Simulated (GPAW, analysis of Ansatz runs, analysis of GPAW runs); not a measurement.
# Reproducing a measured charge-transition level: Cd vacancy in CdTe (GPAW), part 2 of 4

Aim: the charge-transition level of the Cd vacancy in CdTe, to be set beside the measurement. Set-up: PBE, LCAO dzp, h 0.18, 32-site cell, PBE lattice, k: the single point 1/4 1/4 1/4 then 2x2x2 shifted, dielectric constants 7.1 and 10.2 (handbook). The model is a cell of 32 host atoms with 1 Cd taken out. The level is the Fermi energy at which two charge states have equal formation energy, after a correction for the images of the charge. An atomic-orbital basis is far cheaper than plane waves.

GPAW 26.7.0; PBE, LCAO dzp, h 0.18, 32-site cell, PBE lattice, k: the single point 1/4 1/4 1/4 then 2x2x2 shifted, dielectric constants 7.1 and 10.2 (handbook).

So far: Set-up; Relaxation, charge −1.

## Step 2: Relaxation, charge −1 (continued)

Level of this step: GPAW LCAO dzp PAW DFT, PBE; relaxation of all atoms of a defect supercell (GPAW).

Step by step (22 of 25):

```csv
step,energy less that of the first step (eV)
0,0.0000
1,-0.2238
2,-0.9232
3,-0.9452
5,-1.0004
6,-1.0273
7,-1.0405
8,-1.0498
9,-1.0645
10,-1.0859
11,-1.0998
13,-1.1115
14,-1.1137
15,-1.1160
16,-1.1180
17,-1.1188
18,-1.1190
19,-1.1194
21,-1.1201
22,-1.1202
23,-1.1203
24,-1.1205
```

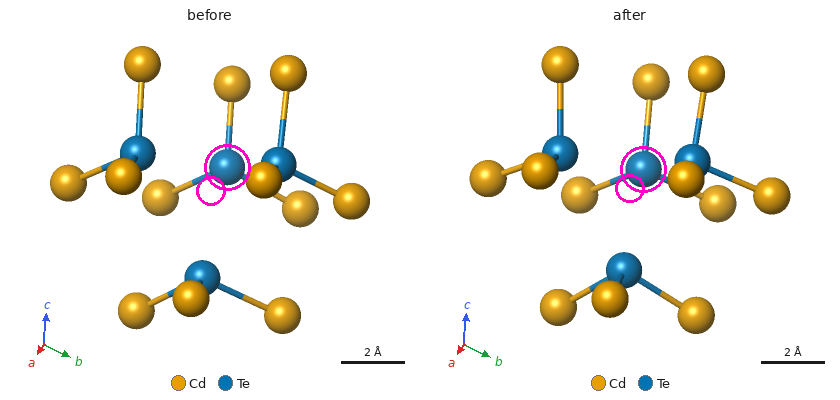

Before and after: the atoms that start within 5 Å of the centre. Te18, which moves most, is ringed if it is among them. A ring with no atom in it marks the empty centre.

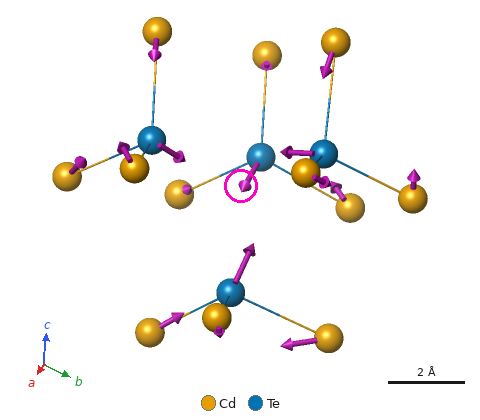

Displacements in the relaxation near the centre, exaggerated, the mean shift taken out; the longest in the cell stands for 0.25 Å. A ring marks the centre wherever it is empty.

The atoms that moved most (Å, the mean shift of all atoms taken out):

```csv
atom,dx,dy,dz,length
Te18,-0.200,0.141,-0.055,0.251
Te22,0.210,-0.118,-0.048,0.246
Te21,0.113,0.053,0.166,0.208
Te27,-0.096,-0.167,0.063,0.203
Cd7,-0.178,-0.074,-0.022,0.194
Cd1,0.035,0.090,-0.163,0.189
Cd6,-0.110,0.128,-0.021,0.170
Cd9,0.045,-0.154,0.017,0.161
```

Final coordinates:

```xyz
31
Lattice="-6.5990 6.5990 -6.5990 6.5990 6.5990 6.5990 6.5990 -6.5990 -6.5990" Properties=species:S:1:pos:R:3 pbc="T T T"
Cd    0.0602    0.0760   -0.0667
Cd    6.6571   -3.1774   -3.3305
Cd    6.5531    0.0713    0.1104
Cd    6.5610    3.2363    3.2618
Cd    3.3031   -3.2932   -6.6000
Cd    3.2304    0.0702   -3.2492
Cd    3.2174    6.5578    3.2596
Cd   -0.0576   -0.0413   -6.6793
Cd    0.0563    3.2394   -3.2462
Cd    0.0700    6.5536    0.0956
Cd    6.5650    3.4231   -3.2379
Cd   -3.3009    3.3007   -6.5986
Cd   -3.1927    6.6767   -3.3396
Cd    3.3106    3.2912   -6.5920
Cd    3.4115    6.5538   -3.2531
Te    4.9841   -4.9224   -4.9374
Te    4.9512   -1.6063   -1.6276
Te    4.8206    1.8147    1.5264
Te    4.9580    4.9649    4.9473
Te    1.6399   -1.6336   -4.9468
Te    1.7840    1.7942   -1.5221
Te    1.7973    4.8184    1.5268
Te    8.2306    1.6590   -1.6441
Te   -1.6450    1.6412   -4.9375
Te   -1.6205    4.9664   -1.6406
Te    4.9769    1.6608   -4.9158
Te    4.8103    4.8170   -1.5047
Te   -4.9272    4.9917   -4.9427
Te    1.6468    1.6563   -8.2634
Te    1.6626    4.9597   -4.9300
Te    1.6594    8.2303   -1.6544
```

Neighbours of the ideal centre at the end:

```
atom  distance (Å)
Te18         2.617
Te27         2.617
Te21         2.623
Te22         2.626
 Cd1         4.570
 Cd6         4.582
Cd13         4.584
 Cd3         4.585
Cd10         4.586
 Cd9         4.589
 Cd8         4.597
Cd11         4.600
Cd15         4.603
 Cd2         4.605
 Cd7         4.610
 Cd4         4.613
```

This step gave:

- total moment: 1.000 μB

From the first step to the last the energy fell by 1.120 eV, and the largest move was 0.25 Å (Te18). Judged within 0.08 Å, the space group went from P1 to I-43m.

## Step 3: Single point, charge −1

The relaxed structure is kept, and the final numbers are taken at the final level and k-points.

This step: GPAW LCAO dzp PAW DFT, PBE; single point of a defect supercell.

The input, run.py:

```python
import numpy as np
from ase.io import read, write
from ase.parallel import parprint, world
from gpaw import GPAW

atoms = read('POSCAR')
magmoms = np.zeros(len(atoms))
magmoms[[17, 26, 21, 20]] = 1 / 4
atoms.set_initial_magnetic_moments(magmoms)
calc = GPAW(mode='lcao',
            h=0.18,
            basis='dzp',
            xc='PBE',
            kpts={'size': (2, 2, 2), 'gamma': False},
            charge=-1,
            occupations={'name': 'fermi-dirac', 'width': 0.01, 'fixmagmom': True},
            nbands=147,
            convergence={'density': 1e-05, 'bands': 144},
            maxiter=150,
            symmetry={'point_group': False},
            txt='gpaw.txt')
atoms.calc = calc
energy = atoms.get_potential_energy()
forces = atoms.get_forces()
parprint(f'Energy: {energy:.6f} eV, largest force {np.linalg.norm(forces, axis=1).max():.4f} eV/A')
calc.write('gs.gpw')
write('final.xyz', atoms)
parprint('Moments:', atoms.get_magnetic_moments().round(3))
for s in range(calc.get_number_of_spins()):
    parprint('Levels (eV), spin', s, calc.get_eigenvalues(kpt=0, spin=s)[-16:].round(3))
field = calc.get_electrostatic_potential()
if world.rank == 0:
    np.save('potential.npy', field)
field = calc.get_pseudo_density()
if world.rank == 0:
    np.save('density.npy', field)
field = calc.get_pseudo_density(spin=0) - calc.get_pseudo_density(spin=1)
if world.rank == 0:
    np.save('spin.npy', field)
```

The input, POSCAR:

```
Cd Te
 1.0000000000000000
    -6.5990413770391516    6.5990413770391507   -6.5990413770391507
     6.5990413770391507    6.5990413770391507    6.5990413770391507
     6.5990413770391507   -6.5990413770391516   -6.5990413770391516
 Cd  Te 
  15  16
Direct
  0.0108065249065004  0.0103196397944931  0.0096134864710401
  0.0115954766197167  0.2636481960930852  0.7567453073374437
 -0.0029622810167574  0.5019178431771106  0.4881530310157484
[... 2 atom lines left out ...]
  0.2515083881387449  0.2500787039678248  0.4909477680004519
[... 1 atom line left out ...]
  0.5029475222792360 -0.0074973124387648  0.5017104342639367
  0.4914021279337648  0.2497096715795035  0.2502242576846633
  0.4893124963930415  0.5018546983995299 -0.0019411925563266
  0.5046902413111265  0.7567820399454319  0.7427522802106109
[... 1 atom line left out ...]
  0.7589153467692054  0.2639783607148106  0.0111312985936995
[... 4 atom lines left out ...]
  0.0218461344251617  0.5027490290549694  0.2495954875705014
[... 2 atom lines left out ...]
  0.2512740184914531  0.2711139168220715  0.2504953243287101
  0.2494047969946888  0.5012652052023004  0.0204997828124995
[... 4 atom lines left out ...]
  0.4789904001811578  0.7294462142257065  0.4784760921466893
[... 3 atom lines left out ...]
  0.7489532089004021  0.7493329193548204  0.2510834271724813
```

Launch:

```console
$ OMP_NUM_THREADS=1 mpirun -n 4 gpaw python run.py > stdout
```

The log of the run:

```text
__  _  _
 | _ |_)|_||  |
 |__||  | ||/\| - 26.7.0

Input parameters:
  mode=LCAO(),
  basis={'default': 'dzp'},
  charge=-1,
  convergence={'density': 1e-05, 'bands': 144},
  h=0.18,
  kpts=MonkhorstPack(size=(2, 2, 2), gamma=False),
  maxiter=150,
  nbands=147,
  occupations=Occupations(name='fermi-dirac', width=0.01, fixmagmom=True),
  symmetry=Symmetry(point_group=False),
  xc=XC(name='PBE')

                                      Te
                                  Cd

                                         Cd
                              Te
                           Cd
                                Te Te

                      Te             Te
                   Cd  Cd          Cd Cd
                            Te              Te
                         Cd              Cd
              Te              Te Te
                              Cd
                   Te               Te
                Cd               Cd  Cd
                         Te
                      Cd
                           Te  Te
                            Cd

Atoms  # Å, Bohr magnetons
|    | symbol |         x |         y |         z |    initial magnetic moments |
|----|--------|-----------|-----------|-----------|-----------------------------|
|  0 |     Cd |  0.060227 |  0.075973 | -0.066653 | ( 0.0000,  0.0000,  0.0000) |
|  1 |     Cd |  6.657100 | -3.177449 | -3.330487 | ( 0.0000,  0.0000,  0.0000) |
|  2 |     Cd |  6.553067 |  0.071286 |  0.110383 | ( 0.0000,  0.0000,  0.0000) |
|  3 |     Cd |  6.560970 |  3.236291 |  3.261777 | ( 0.0000,  0.0000,  0.0000) |
|  4 |     Cd |  3.303146 | -3.293198 | -6.599954 | ( 0.0000,  0.0000,  0.0000) |
|  5 |     Cd |  3.230350 |  0.070209 | -3.249219 | ( 0.0000,  0.0000,  0.0000) |
|  6 |     Cd |  3.217387 |  6.557794 |  3.259571 | ( 0.0000,  0.0000,  0.0000) |
|  7 |     Cd | -0.057639 | -0.041311 | -6.679254 | ( 0.0000,  0.0000,  0.0000) |
|  8 |     Cd |  0.056302 |  3.239387 | -3.246179 | ( 0.0000,  0.0000,  0.0000) |
|  9 |     Cd |  0.069957 |  6.553563 |  0.095577 | ( 0.0000,  0.0000,  0.0000) |
[...]
| 15 |     Te |  4.984051 | -4.922414 | -4.937389 | ( 0.0000,  0.0000,  0.0000) |
| 16 |     Te |  4.951174 | -1.606269 | -1.627584 | ( 0.0000,  0.0000,  0.0000) |
| 17 |     Te |  4.820589 |  1.814734 |  1.526407 | ( 0.0000,  0.0000,  0.2500) |
| 18 |     Te |  4.958026 |  4.964900 |  4.947286 | ( 0.0000,  0.0000,  0.0000) |
| 19 |     Te |  1.639916 | -1.633576 | -4.946798 | ( 0.0000,  0.0000,  0.0000) |
| 20 |     Te |  1.783953 |  1.794231 | -1.522105 | ( 0.0000,  0.0000,  0.2500) |
| 21 |     Te |  1.797316 |  4.818423 |  1.526758 | ( 0.0000,  0.0000,  0.2500) |
| 22 |     Te |  8.230573 |  1.658967 | -1.644121 | ( 0.0000,  0.0000,  0.0000) |
| 23 |     Te | -1.645026 |  1.641224 | -4.937516 | ( 0.0000,  0.0000,  0.0000) |
| 24 |     Te | -1.620488 |  4.966367 | -1.640552 | ( 0.0000,  0.0000,  0.0000) |
[...]
Unit cell  # Å
| periodic |         x |         y |         z |   lengths |     angles |
|----------|-----------|-----------|-----------|-----------|------------|
|      yes | -6.599041 |  6.599041 | -6.599041 | 11.429875 | 109.471221 |
|      yes |  6.599041 |  6.599041 |  6.599041 | 11.429875 | 109.471221 |
|      yes |  6.599041 | -6.599041 | -6.599041 | 11.429875 | 109.471221 |

Number of symmetries: 1
Symmetry operations  # r_c * U_cc + t_c -> r_c
|   | kind |            matrix            |
|---|------|------------------------------|
| 0 |  E   |  1, 0, 0,  0, 1, 0,  0, 0, 1 |

BZ-sampling:
  Number of BZ points: 8
  Number of IBZ points: 4

  Monkhorst-Pack size: [2, 2, 2]
  Monkhorst-Pack shift: [0, 0, 0]

K-points  # in reciprocal-cell coordinates
|   |                                coordinates |     weight |
|---|--------------------------------------------|------------|
| 0 | (  0.25000000,  -0.25000000,  -0.25000000) | 0.25000000 |
| 1 | (  0.25000000,  -0.25000000,   0.25000000) | 0.25000000 |
| 2 | (  0.25000000,   0.25000000,  -0.25000000) | 0.25000000 |
| 3 | (  0.25000000,   0.25000000,   0.25000000) | 0.25000000 |

basis functions: 523
Spin-components: 2 (collinear spins)
Bands:           147
Projectors:      170
Spin-degeneracy: 1
Datatype:        <class 'complex'>

Density:
  Valence electrons: 276.0
  Components: 2
  Grid points: [52 52 52]
  Charge: -1.0  # |e|

Potential:
  Grid points: [52 52 52]

species:
  Cd:
    name:    Cadmium
    Z:       48.0
    valence: 12
    core:    36
    charge:  0.0  # [|e|]
    compensation charges:
      type: gauss
      rc: 0.38  # [Å]
      lmax: 2
    cutoffs:
      filter: 2.12  # [Å]
      core: 2.62  # [Å]
    projectors
    | kind |    occ | energy [eV] | rcut [Å] |
    |------|--------|-------------|----------|
    |   5s |  2.000 |      -5.655 |    1.191 |
    |   5p |  0.000 |      -1.186 |    1.228 |
    |   4d | 10.000 |     -11.739 |    1.164 |
    |    s |        |      21.556 |    1.191 |
    |    p |        |      26.026 |    1.228 |
    |    d |        |      15.473 |    1.164 |

    LCAO basis set for Cd:
      Name: dzp
      File: <dir>
      Number of radial functions: 7
      Number of spherical harmonics: 21
        l=0, rc=8.5781 Bohr: 5s-sz confined orbital
[...]
l=1, rc=8.5781 Bohr: p-type Gaussian polarization
      Number of RI-basis functions 0

  Te:
    name:    Tellurium
    Z:       52.0
    valence: 6
    core:    46
    charge:  0.0  # [|e|]
    compensation charges:
      type: gauss
      rc: 0.36  # [Å]
      lmax: 2
    cutoffs:
      filter: 2.09  # [Å]
      core: 3.17  # [Å]
    projectors
    | kind |    occ | energy [eV] | rcut [Å] |
    |------|--------|-------------|----------|
    |   5s |  2.000 |     -15.089 |    1.180 |
    |   5p |  4.000 |      -5.955 |    1.196 |
    |    s |        |      12.123 |    1.180 |
    |    p |        |      21.256 |    1.196 |
    |    d |        |       0.000 |    1.238 |

    LCAO basis set for Te:
      Name: dzp
      File: <dir>
      Number of radial functions: 5
      Number of spherical harmonics: 13
        l=0, rc=6.2500 Bohr: 5s-sz confined orbital
        l=1, rc=8.0156 Bohr: 5p-sz confined orbital
        l=0, rc=3.5469 Bohr: 5s-dz split-valence wave
        l=1, rc=4.6875 Bohr: 5p-dz split-valence wave
        l=2, rc=8.0156 Bohr: d-type Gaussian polarization
      Number of RI-basis functions 0

Reference energy: -5239247.709988  # eV

eigensolver:
  <gpaw.new.lcao.eigensolver.LCAOEigensolver object at 0x53da21d24200>
density mixing:
  MSR1-Mixer
  Pratt-step length: 0.05
  Maximum mixing coefficient: 0.75
  Old densities: 10
  SVD Regularization: 0.005
  Good broyden scale: 1.0
  Trust region scale: 1.0
  Backstep threshold: 4.0
  History deletion threshold: 6.0
  Fourier metric: weight=20.0, sigma=0.015

occupation numbers:
  Fixed magnetic moment: 1.000
  Fermi-Dirac:
    width: 0.0100  # eV

FastPoissonSolver using
    Stencil: 8*3+1=25 point O(h^6) finite-difference Laplacian
    FFT axes: [np.int64(0), np.int64(1), np.int64(2)]
    FST axes: []

xc functional:
  name: PBE with 2 nearest neighbor stencil
interpolation: tri-quintic # 5. degree polynomial

Initialization done in: 5.715 s

convergence criteria:
- Maximum integral of absolute [dens]ity change: 1e-05 electrons / valence electron
- Maximum [total energy] change in last 3 cyles: 0.0005 eV / valence electron
- Maximum integral of absolute [eigenst]ate change: 4e-08 eV^2 / valence electron
maximum number of iterations: 150

SCF iterations
|iter     | |      energy | eigst |  dens |  magmom |
|---------|-|-------------|-------|-------|---------|
|iter:   1| |  -64.452208 |      c|       |  +1.0071|
|iter:   2| |  -64.066047 |      c| -1.32 |  +1.0067|
|iter:   3| |  -62.734906 |      c| -1.35 |  +1.0022|
|iter:   4| |  -62.929146 |      c| -1.75 |  +1.0008|
|iter:   5| |  -62.552440 |      c| -1.91 |  +1.0005|
|iter:   6| |  -62.552693 |      c| -2.49 |  +1.0000|
|iter:   7| |  -62.550817c|      c| -2.81 |  +1.0000|
|iter:   8| |  -62.550491c|      c| -3.14 |  +1.0000|
|iter:   9| |  -62.550516c|      c| -3.64 |  +1.0000|
|iter:  10| |  -62.550497c|      c| -3.82 |  +1.0000|
|iter:  11| |  -62.550499c|      c| -4.23 |  +1.0000|
|iter:  12| |  -62.550499c|      c| -4.65 |  +1.0000|
|iter:  13| |  -62.550500c|      c| -5.00 |  +1.0000|
|iter:  14| |  -62.550499c|      c| -5.14c|  +1.0000|

Converged in 14 steps
SCF loop duration: 152.590 s (10.899 s/step)
Energy contributions relative to reference atoms: (reference = -5239247.709988)

Energy contributions:
  Kinetic:         292.555285
  Coulomb:        -250.673171
  Zero:              1.822011
  External:          0.000000
  Xc:             -106.249904
  Entropy:          -0.009441
  Spinorbit:         0.000000
  ----------------------------
  Free energy:     -62.555220
  Extrapolated:    -62.550499

dipole moment: (-56.773993, -54.759076, 152.765717)  # |e|*Ang

Total magnetic moment: (0.000000, 0.000000, 1.000001)

Local magnetic moments
|        x |        y |        z |
|----------|----------|----------|
| 0.000000 | 0.000000 | 0.003277 |  # Cd   0
| 0.000000 | 0.000000 | 0.002944 |  # Cd   1
| 0.000000 | 0.000000 | 0.003140 |  # Cd   2
| 0.000000 | 0.000000 | 0.003227 |  # Cd   3
| 0.000000 | 0.000000 | 0.001483 |  # Cd   4
| 0.000000 | 0.000000 | 0.003246 |  # Cd   5
| 0.000000 | 0.000000 | 0.003226 |  # Cd   6
| 0.000000 | 0.000000 | 0.003256 |  # Cd   7
| 0.000000 | 0.000000 | 0.003195 |  # Cd   8
| 0.000000 | 0.000000 | 0.003147 |  # Cd   9
[...]
Fermi levels: 4.029, 2.832
Eigenvalues  # (at kpt = [0.250, -0.250, -0.250])
| band index |      eig [eV] | occ [0-1] |      eig [eV] | occ [0-1] |
|------------|---------------|-----------|---------------|-----------|
|          0 |        -7.776 |     1.000 |        -7.753 |     1.000 |
|        ... |               |           |               |           |
|        131 |         2.289 |     1.000 |         2.318 |     1.000 |
|        132 |         2.294 |     1.000 |         2.322 |     1.000 |
|        133 |         2.359 |     1.000 |         2.388 |     1.000 |
|        134 |         2.432 |     1.000 |         2.477 |     1.000 |
|        135 |         2.438 |     1.000 |         2.484 |     1.000 |
|        136 |         2.491 |     1.000 |         2.583 |     1.000 |
|        137 |         2.740 |     1.000 |         2.813 |     0.875 |
|        138 |         2.743 |     1.000 |         2.823 |     0.722 |
|        139 |         4.922 |     0.000 |         4.947 |     0.000 |
|        140 |         5.481 |     0.000 |         5.497 |     0.000 |
|        141 |         5.486 |     0.000 |         5.502 |     0.000 |
|        142 |         5.500 |     0.000 |         5.516 |     0.000 |
|        143 |         5.581 |     0.000 |         5.592 |     0.000 |
|        144 |         5.797 |     0.000 |         5.808 |     0.000 |
|        145 |         5.928 |     0.000 |         5.942 |     0.000 |
|        146 |         6.017 |     0.000 |         6.041 |     0.000 |

Gap: 2.058 eV
Transition (v -> c):
  (s=1, k=3, n=138, [0.25, 0.25, 0.25]) -> (s=0, k=2, n=139, [0.25, 0.25, -0.25])
Direct/indirect transitions are different
Direct gap: 2.087 eV
Transition at: (s=1->0, k=3, n=138, [0.25, 0.25, 0.25])

Forces  # eV/Ang
|        x |        y |        z |
|----------|----------|----------|
[...]
|  0.00743 |  0.00103 |  0.00206 |  # Te  26
| -0.01954 |  0.00672 |  0.01550 |  # Te  27
| -0.00567 | -0.00307 |  0.00440 |  # Te  28
| -0.00911 |  0.01394 |  0.01207 |  # Te  29
| -0.01169 | -0.00051 | -0.00505 |  # Te  30

# Writing to gs.gpw (mode='')
```

It took 3.1 min on 4 MPI ranks of Arm Neoverse V2, shared host; peak memory 5.4 GiB.

Numbers from this step:

- total moment: 1.000 μB

[end of part 2 of 4]

[Logs are printed without paths, hosts, clocks, repeated set-up lines and the standing remarks that a program may print on its own settings, such as how far it seeks lower states.]

[Hosts, paths, dates, database ids (printed as entryN), source tags and the programs' standing remarks are cut or masked in the printed files.]

[For some hosts the program warned that the k-mesh of the response run may be too coarse for force constants and the static dielectric constant; such warnings are not shown here.]
